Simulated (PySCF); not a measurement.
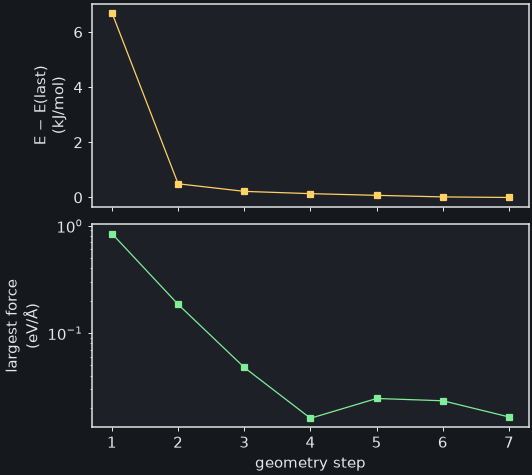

History of a geometry optimisation.

2-propoxybutane (SMILES CCCO[C@H](C)CC); PBE0-D3(BJ)/def2-SVP, geometry optimisation in PySCF.

Q: How did it end, and what did it gain?

A: The optimisation met its thresholds at geometry 7, counting the start as the first. The energy fell by about 6.7 kJ/mol from the first step to the last. The largest force goes from about 0.84 eV/Å at the start to 0.017 eV/Å at the end.

Q: By which step was nine tenths of the energy gained?

A: By step 2 of 7.
